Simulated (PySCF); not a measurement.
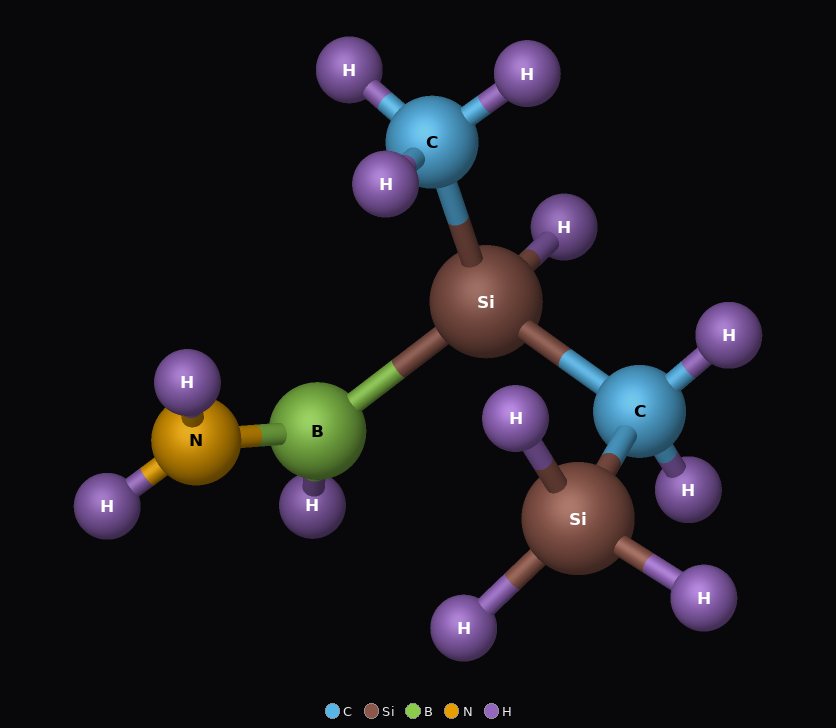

Computed geometry: GFN2-xTB optimisation. No frequency run is at hand to confirm it as a minimum. Level of theory: PBE0/pcSseg-1, gas phase (PySCF 2.14.0).

Computed properties:

The species is C2H12BNSi2 (`C[Si@H](BN)C[SiH3]`).
- dipole moment: 1.93 D
- HOMO energy (Kohn–Sham orbital): −7.76 eV
- LUMO energy (Kohn–Sham orbital): −0.58 eV
- HOMO–LUMO gap: 7.18 eV

The geometry is semi-empirical. Around B, Si such bond lengths and angles can be off by a tenth of an ångström or more and by several degrees, and values that hang on the shape move with them.
